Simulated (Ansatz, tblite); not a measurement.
# In(phosphinine)H3 (C₅H₈InP): which spin state is lowest

Aim: set other spin states of In(phosphinine)H3 (C₅H₈InP) against its singlet, on many levels of theory.

Program: Ansatz 0.2.0, Gaussian basis. Level of theory: as each input shows. These are calculated values, not measurements.

Plan: triplet, at the geometry of the singlet (GFN1-xTB, GFN2-xTB, PBE0-D4/def2-TZVP, PBE-D4/def2-TZVP, r2SCAN-D4/def2-TZVP); the singlet's energies come from earlier runs.

3 further runs of the same task are left out: 3 set aside as unsound or not needed. Runs told in other sessions of the task aren't counted.

## (1) The relaxed structure

The geometry is that of the singlet, from an earlier relaxation (PBE0-D4/def2-SVP).

15 atoms, charge 0, spin multiplicity 1.

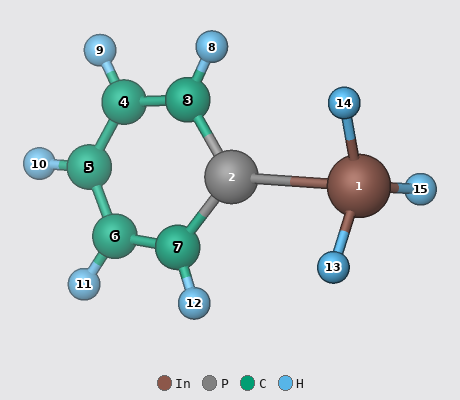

The structure; indium brown, phosphorus grey, carbon teal, hydrogen blue; atoms are numbered from 1 in the order of the file.

In takes a core potential in the def2 sets. No spin-orbit coupling is included.

## (2) Triplet at the fixed geometry, GFN1-xTB

Tight binding, by tblite at 300 K electronic temperature and without a spin-polarisation term:

```python
tblite.interface.Calculator('GFN1-xTB', numbers, positions, charge=0, uhf=2).singlepoint()
```

Energy -513.6537 eV; 0.013 s.

## (3) Triplet at the fixed geometry, GFN2-xTB

Tight binding, by tblite at 300 K electronic temperature and without a spin-polarisation term:

```python
tblite.interface.Calculator('GFN2-xTB', numbers, positions, charge=0, uhf=2).singlepoint()
```

Energy -498.6676 eV; 0.009 s.

## (4) Triplet at the fixed geometry, PBE0-D4/def2-TZVP

File in.yaml:

```yaml
crystal:
  periodic: [false, false, false]
  atoms:
    - {symbol: In, position_ang: [1.152885, 1.899715, -2.668606]}
    - {symbol: P, position_ang: [0.222325, 0.366761, -0.518328]}
    - {symbol: C, position_ang: [-1.293779, 0.473233, 0.296942]}
    - {symbol: C, position_ang: [-1.647702, -0.347877, 1.363183]}
    - {symbol: C, position_ang: [-0.814228, -1.340597, 1.882309]}
    - {symbol: C, position_ang: [0.461080, -1.605526, 1.379261]}
    - {symbol: C, position_ang: [1.027290, -0.910974, 0.314697]}
    - {symbol: H, position_ang: [-2.000522, 1.231772, -0.052773]}
    - {symbol: H, position_ang: [-2.631969, -0.207967, 1.821028]}
    - {symbol: H, position_ang: [-1.176617, -1.937456, 2.723145]}
    - {symbol: H, position_ang: [1.046741, -2.401951, 1.849042]}
    - {symbol: H, position_ang: [2.034471, -1.174388, -0.021982]}
    - {symbol: H, position_ang: [2.825742, 1.756683, -2.213469]}
    - {symbol: H, position_ang: [0.258066, 3.322605, -2.221905]}
    - {symbol: H, position_ang: [0.536205, 0.875967, -3.932545]}
basis:
  gaussian: {orbitals: def2-TZVP}
magnetization: {spin_polarized: true, initial_magnetization: 2}
hamiltonian: {xc: pbe0, dispersion: d4}
scf: {omitted_lower_state_checks: [starts]}
output: {orbitals: {seedname: orbitals}}
```

Run with:

```bash
$ ansatz run in.yaml --threads 4 --pin off --events-out ev --progress --plain --max-ram 8704MiB
```

Output:

```text
Functional definition: PBE0
  name "PBE0"
  cite "Adamo & Barone, J. Chem. Phys. 110, 6158 (1999) doi:10.1063/1.478522"
  cite "Perdew, Burke & Ernzerhof, Phys. Rev. Lett. 77, 3865 (1996) doi:10.1103/PhysRevLett.77.3865"
  parent pbe
  parameter a = 0.25
  parameter kappa = 0.804
  parameter beta = 0.06672455060314922
  exchange = (1 - a)*pbe_x(kappa = kappa, mu = beta*pi^2/3) + a*exact_x
  correlation = pbe_c(beta = beta)
these checks for a lower state are left out or cut short: starts
2015 factors; their error is unknown
mean field evaluation 1: about -19743.0908 eV, gradient 6.0e1 eV
mean field evaluation 2: about -19295.1854 eV, gradient 2.2e2 eV
mean field evaluation 4: about -19749.1623 eV, gradient 3.9e1 eV
mean field evaluation 8: about -19764.6578 eV, gradient 2.0e0 eV
mean field evaluation 16: about -19765.5950 eV, gradient 1.8e0 eV
mean field -19765.72065723 eV, -726.3768364667 hartree, gradient 1.9e-5 eV, S^2 2.038327; 0 other end points of the search recorded, 0 dependent functions left out
reference -19765.72071065 eV, -726.3768384298 hartree; 38, 36 occupied and 252, 254 virtual orbitals, 2015 factors
Total energy: -19766.11408296 eV, -726.3912945956 hartree
Checks for a lower state left out: starts
```

It took 21 s on 4 threads of Intel Xeon 6975P-C, shared host; peak memory 2.1 GiB.

Report: HOMO -4.49 eV, LUMO -5.35 eV (over both spins; with the spin held, an empty level of the minority spin lies below the top filled one); ⟨S²⟩ 2.038 (pure: 2.00).

## (5) Triplet at the fixed geometry, PBE-D4/def2-TZVP

start.molden holds the orbitals of an earlier run on this state, given as this run's starting guess.

in.yaml, as its differences from that of step 4:

```diff
@@ -19,5 +19,5 @@
 basis:
-  gaussian: {orbitals: def2-TZVP}
+  gaussian: {orbitals: def2-TZVP, initial_orbitals: start.molden}
 magnetization: {spin_polarized: true, initial_magnetization: 2}
-hamiltonian: {xc: pbe0, dispersion: d4}
+hamiltonian: {xc: pbe, dispersion: d4}
 scf: {omitted_lower_state_checks: [starts]}
```

Launched as before.

Output:

```text
Functional definition: PBE
  name "PBE"
  cite "Perdew, Burke & Ernzerhof, Phys. Rev. Lett. 77, 3865 (1996) doi:10.1103/PhysRevLett.77.3865"
  parent pbe
  parameter kappa = 0.804
  parameter beta = 0.06672455060314922
  exchange = pbe_x(kappa = kappa, mu = beta*pi^2/3)
  correlation = pbe_c(beta = beta)
these checks for a lower state are left out or cut short: starts
1910 factors; their error is unknown
mean field evaluation 1: about -19764.1814 eV, gradient 8.2e0 eV
mean field evaluation 2: about -19764.4023 eV, gradient 4.4e-1 eV
mean field evaluation 4: about -19764.3643 eV, gradient 4.6e-1 eV
mean field evaluation 8: about -19764.3651 eV, gradient 9.9e-5 eV
mean field -19764.36506524 eV, -726.3270193796 hartree, gradient 1.0e-5 eV, S^2 2.013624; 0 other end points of the search recorded, 0 dependent functions left out
reference -19764.36513785 eV, -726.3270220482 hartree; 38, 36 occupied and 252, 254 virtual orbitals, 1910 factors
Total energy: -19764.82513823 eV, -726.3439267502 hartree
Checks for a lower state left out: starts
```

It took 4.6 s on 4 threads of Intel Xeon 6975P-C, shared host.

Report: HOMO -3.29 eV, LUMO -6.04 eV (over both spins; with the spin held, an empty level of the minority spin lies below the top filled one); ⟨S²⟩ 2.014 (pure: 2.00).

## (6) Triplet at the fixed geometry, r2SCAN-D4/def2-TZVP

in.yaml, as its differences from that of step 5:

```diff
@@ -21,3 +21,3 @@
 magnetization: {spin_polarized: true, initial_magnetization: 2}
-hamiltonian: {xc: pbe, dispersion: d4}
+hamiltonian: {xc: r2scan, dispersion: d4}
 scf: {omitted_lower_state_checks: [starts]}
```

Same command.

Output:

```text
Functional definition: r2SCAN
  name "r2SCAN"
  cite "Furness, Kaplan, Ning, Perdew & Sun, J. Phys. Chem. Lett. 11, 8208 (2020) doi:10.1021/acs.jpclett.0c02405"
  cite "Furness, Kaplan, Ning, Perdew & Sun, J. Phys. Chem. Lett. 11, 9248 (2020) doi:10.1021/acs.jpclett.0c03077"
  parent r2scan
  parameter k0 = 0.174
  parameter k1 = 0.065
  parameter a1 = 4.9479
  exchange = r2scan_x(k0 = k0, k1 = k1, a1 = a1)
  correlation = r2scan_c
these checks for a lower state are left out or cut short: starts
1910 factors; their error is unknown
mean field evaluation 1: about -19773.9037 eV, gradient 5.2e0 eV
mean field evaluation 2: about -19773.9813 eV, gradient 1.8e-1 eV
mean field evaluation 4: about -19773.9446 eV, gradient 1.9e-2 eV
mean field evaluation 8: about -19773.9446 eV, gradient 1.8e-5 eV
mean field -19773.94456941 eV, -726.6790596647 hartree, gradient 7.0e-6 eV, S^2 2.046604; 0 other end points of the search recorded, 0 dependent functions left out
reference -19773.94459710 eV, -726.6790606824 hartree; 38, 36 occupied and 252, 254 virtual orbitals, 1910 factors
Total energy: -19774.06100107 eV, -726.6833384495 hartree
Checks for a lower state left out: starts
```

Run time: 18 s. Hardware: 4 threads of Intel Xeon 6975P-C, shared host; peak memory 1.4 GiB.

From the report: HOMO -3.67 eV, LUMO -5.91 eV (over both spins; with the spin held, an empty level of the minority spin lies below the top filled one); ⟨S²⟩ 2.047 (pure: 2.00).

## (7) Triplet less singlet, vertical

The singlet's energies are those of its earlier runs, whose logs aren't repeated here.

```csv
level,"triplet less singlet, vertical (kcal/mol)",time
GFN1-xTB,+77.9,0.023 s
GFN2-xTB,+73.9,0.016 s
PBE-D4/def2-TZVP,+74.2,6.6 s
r2SCAN-D4/def2-TZVP,+72.4,22 s
PBE0-D4/def2-TZVP,+73.9,24 s
```

Times add the two runs; a level without a time comes out of a correlated run. Tight binding without a spin term can't rank spin states.

## (8) Outcome

```
                                                quantity                                         value
triplet less singlet, vertical, functionals in def2-TZVP  +72.4 (r2SCAN-D4) to +74.2 kcal/mol (PBE-D4)
```

In words: All functionals put the triplet above the singlet, over a spread of 1.9 kcal/mol. The checks for a lower triplet were left out, so another state of that spin may lie lower. These are electronic energies, without zero-point motion, entropy or surroundings.
